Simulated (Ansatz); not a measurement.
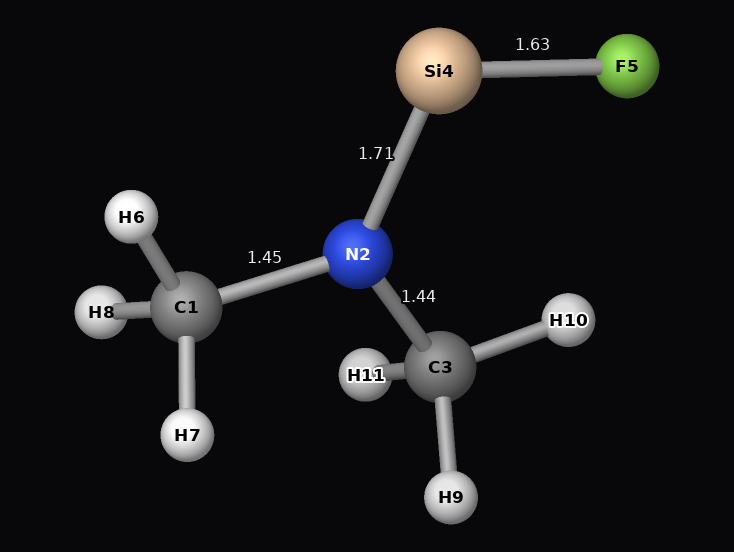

Bond lengths are marked in Å; every bond is drawn as one stick. The computed structure is the end point of a PBE0-D4/def2-TZVP optimisation.

**Assign a bond order to each marked bond.**

C1–N2 single; N2–C3 single; N2–Si4 single; Si4–F5 single.

**Give the structure as SMILES.**

CN(C)[Si]F
